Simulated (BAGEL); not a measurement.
# HF/6-31G(d) (density fitting with qzvpp-jkfit, spherical functions) run of C2H3BClN (SMILES C#CB(N)Cl)

What is the energy change on altering one bond length of C2H3BClN at HF/6-31G* (density fitting with qzvpp-jkfit, spherical functions)? 

The results are computed with BAGEL 1.2.2.

2 further runs of the same task are left out: 1 that didn't finish, 1 set aside as unsound or not needed. Runs told in other sessions of the task aren't counted.

### Step 1. The system as given

C2H3BClN: 8 atoms, total charge 0, spin state singlet. As SMILES, `C#CB(N)Cl`. The shape is that of a GFN2-xTB optimisation.

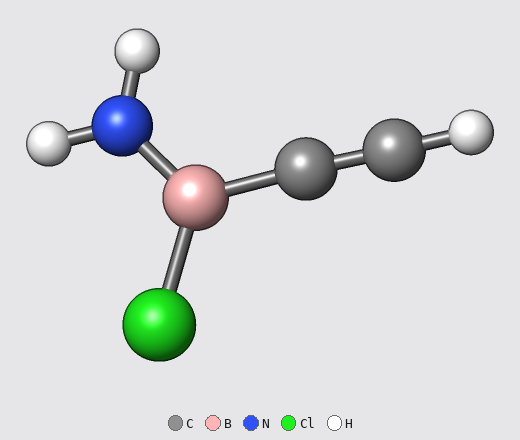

Viewed from a chosen angle; carbon grey, boron pink, nitrogen blue, chlorine green, hydrogen white.

### Step 2. A single-point energy at HF/6-31G(d) (density fitting with qzvpp-jkfit, spherical functions)

Contents of hf.json:

```json
{ "bagel" : [

{
  "title" : "molecule",
  "basis" : "6-31gs.json",
  "df_basis" : "qzvpp-jkfit",
  "angstrom" : true,
  "geometry" : [
    { "atom" : "C", "xyz" : [      -0.093600,       1.671730,       1.445530 ] },
    { "atom" : "C", "xyz" : [      -0.021150,       0.879920,       0.543170 ] },
    { "atom" : "B", "xyz" : [       0.080990,      -0.067780,      -0.638370 ] },
    { "atom" : "N", "xyz" : [      -0.019290,      -1.442560,      -0.490890 ] },
    { "atom" : "Cl", "xyz" : [       0.332360,       0.584170,      -2.235220 ] },
    { "atom" : "H", "xyz" : [      -0.160220,       2.351010,       2.245560 ] },
    { "atom" : "H", "xyz" : [       0.046320,      -2.081900,      -1.264990 ] },
    { "atom" : "H", "xyz" : [      -0.165420,      -1.894590,       0.395210 ] }
  ]
},

{ "title" : "hf" },

{ "title" : "print", "file" : "orbitals.molden", "orbitals" : true }

]}
```

The basis set 6-31G* is read from a file made from the Basis Set Exchange's data (not shown).

Started as:

```console
BAGEL_NUM_THREADS=1 BAGEL hf.json > hf.out
```

The log of the run:

```text
* using 1 threads per process

  ===============================================================
  ===============================================================

  *** Geometry ***

  { "atom" : "C", "xyz" : [     -0.176878,      3.159112,      2.731656 ] },
  { "atom" : "C", "xyz" : [     -0.039968,      1.662808,      1.026443 ] },
  { "atom" : "B", "xyz" : [      0.153049,     -0.128086,     -1.206344 ] },
  { "atom" : "N", "xyz" : [     -0.036453,     -2.726043,     -0.927648 ] },
  { "atom" : "Cl", "xyz" : [      0.628069,      1.103921,     -4.223954 ] },
  { "atom" : "H", "xyz" : [     -0.302772,      4.442765,      4.243493 ] },
  { "atom" : "H", "xyz" : [      0.087532,     -3.934221,     -2.390485 ] },
  { "atom" : "H", "xyz" : [     -0.312598,     -3.580256,      0.746839 ] },

  Number of auxiliary basis functions:      484

  Since a DF basis is specified, we compute 2- and 3-index integrals:
    o Being stored without compression. Storage requirement is 0.025 GB

  Number of basis functions:       80
  Number of electrons      :       44

    * METHOD: MOLECULE                             0.25

  *** RHF ***

  === Nuclear Repulsion ===
   169.9811796102

      * DIIS with orbital gradients will be used.

  === RHF iteration (6-31gs.json) ===
      0       -615.96975503          0.01807215           0.08
      1       -616.10321826          0.00872923           0.07
      2       -616.13452795          0.00182816           0.07
      3       -616.13621141          0.00057026           0.07
      4       -616.13635271          0.00016388           0.07
      5       -616.13636583          0.00004880           0.08
      6       -616.13636846          0.00002451           0.07
      7       -616.13636957          0.00001128           0.07
      8       -616.13636983          0.00000553           0.07
      9       -616.13636988          0.00000289           0.07
     10       -616.13636989          0.00000124           0.07
     11       -616.13636989          0.00000054           0.07
     12       -616.13636989          0.00000019           0.07
     13       -616.13636989          0.00000007           0.07
     14       -616.13636989          0.00000003           0.07
     15       -616.13636989          0.00000001           0.07
     16       -616.13636989          0.00000001           0.07
    * SCF iteration converged.

    * Permanent dipole moment:
           (    0.146990,     0.739305,    -0.770479) a.u.

    * METHOD: HF                                   1.44

    * METHOD: PRINT                                0.01

  ===============================================================
```

Run time: 1.9 s. Hardware: 1 thread of Arm Neoverse V2, shared host; peak memory 0.11 GiB.

### Step 3. The distorted shape at the same level

Contents of hf.json:

```json
{ "bagel" : [

{
  "title" : "molecule",
  "basis" : "6-31gs.json",
  "df_basis" : "qzvpp-jkfit",
  "angstrom" : true,
  "geometry" : [
    { "atom" : "C", "xyz" : [      -0.131308,       1.573932,       1.685071 ] },
    { "atom" : "C", "xyz" : [      -0.058858,       0.782122,       0.782711 ] },
    { "atom" : "B", "xyz" : [       0.043282,      -0.165578,      -0.398829 ] },
    { "atom" : "N", "xyz" : [      -0.056998,      -1.540358,      -0.251349 ] },
    { "atom" : "Cl", "xyz" : [       0.332360,       0.584170,      -2.235220 ] },
    { "atom" : "H", "xyz" : [      -0.197928,       2.253212,       2.485101 ] },
    { "atom" : "H", "xyz" : [       0.008612,      -2.179698,      -1.025449 ] },
    { "atom" : "H", "xyz" : [      -0.203128,      -1.992388,       0.634751 ] }
  ]
},

{
  "title" : "hf"
},

{
  "title" : "print",
  "file" : "orbitals.molden",
  "orbitals" : true
}

]}
```

The basis set 6-31G* is read from a file made from the Basis Set Exchange's data (not shown).

Started as:

```console
BAGEL_NUM_THREADS=1 BAGEL hf.json > hf.out
```

The log of the run:

```text
* using 1 threads per process

  ===============================================================
  ===============================================================

  *** Geometry ***

  { "atom" : "C", "xyz" : [     -0.248136,      2.974300,      3.184323 ] },
  { "atom" : "C", "xyz" : [     -0.111226,      1.477996,      1.479109 ] },
  { "atom" : "B", "xyz" : [      0.081791,     -0.312897,     -0.753678 ] },
  { "atom" : "N", "xyz" : [     -0.107711,     -2.910855,     -0.474981 ] },
  { "atom" : "Cl", "xyz" : [      0.628069,      1.103921,     -4.223954 ] },
  { "atom" : "H", "xyz" : [     -0.374030,      4.257954,      4.696160 ] },
  { "atom" : "H", "xyz" : [      0.016274,     -4.119032,     -1.937818 ] },
  { "atom" : "H", "xyz" : [     -0.383856,     -3.765068,      1.199506 ] },

  Number of auxiliary basis functions:      484

  Since a DF basis is specified, we compute 2- and 3-index integrals:
    o Being stored without compression. Storage requirement is 0.025 GB

  Number of basis functions:       80
  Number of electrons      :       44

    * METHOD: MOLECULE                             0.24

  *** RHF ***

  === Nuclear Repulsion ===
   162.1408957862

      * DIIS with orbital gradients will be used.

  === RHF iteration (6-31gs.json) ===
      0       -615.95647535          0.01789191           0.08
      1       -616.09165632          0.00851161           0.07
      2       -616.12133516          0.00177758           0.08
      3       -616.12305726          0.00042675           0.07
      4       -616.12315637          0.00012894           0.07
      5       -616.12316598          0.00005642           0.07
      6       -616.12316879          0.00002636           0.07
      7       -616.12316991          0.00001183           0.07
      8       -616.12317018          0.00000582           0.07
      9       -616.12317023          0.00000319           0.07
     10       -616.12317025          0.00000143           0.07
     11       -616.12317025          0.00000057           0.07
     12       -616.12317025          0.00000028           0.07
     13       -616.12317025          0.00000010           0.07
     14       -616.12317025          0.00000003           0.07
     15       -616.12317025          0.00000002           0.07
     16       -616.12317025          0.00000001           0.07
    * SCF iteration converged.

    * Permanent dipole moment:
           (    0.224130,     0.907971,    -1.274855) a.u.

    * METHOD: HF                                   1.42

    * METHOD: PRINT                                0.01

  ===============================================================
```

It took 1.9 s on 1 thread of Arm Neoverse V2, shared host; peak memory 0.11 GiB.

### Step 4. What came out

Level: HF/6-31G* (density fitting with qzvpp-jkfit, spherical functions).

| quantity | value |
| --- | --- |
| first shape: total energy | -616.13637 Eh |
| first shape: dipole moment | 2.74 D |
| first shape: HOMO energy | -10.78 eV |
| first shape: LUMO energy | 3.30 eV |
| first shape: HOMO–LUMO gap | 14.08 eV |
| distorted shape: total energy | -616.12317 Eh |
| distorted shape: dipole moment | 4.02 D |
| distorted shape: HOMO energy | -11.01 eV |
| distorted shape: LUMO energy | 2.90 eV |
| distorted shape: HOMO–LUMO gap | 13.91 eV |
| energy change with the B3–Cl5 bond stretched from 1.743 to 2.004 Å | 0.359 eV |

In words: With the B3–Cl5 bond stretched from 1.743 to 2.004 Å the energy rises by 0.36 eV (34.7 kJ/mol). The first shape isn't relaxed at this level, so the change isn't measured from a minimum.
